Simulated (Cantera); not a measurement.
Charge: 1 mol B, a varied amount of O2, equilibrated at 1825 K and 360 Pa.

Cantera equilibrium calculation (NASA polynomials, part measured and part estimated; ideal gas, pure solids and liquids). Candidate condensed phases: B, B2O3; 10 gas species. Kinetics and transport are ignored.

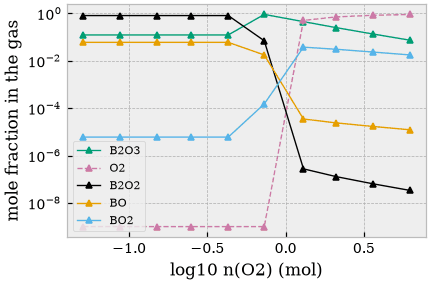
*Equilibrium gas composition (values under 1e-9 drawn at 1e-9)*

From 0.051 mol O2 to 0.43 mol O2 the condensed part is B(s). From 0.73 mol O2 to 6.2 mol O2 nothing is condensed. The main B-bearing gas is B2O2 at 0.051 mol O2 and B2O3 at 6.2 mol O2.
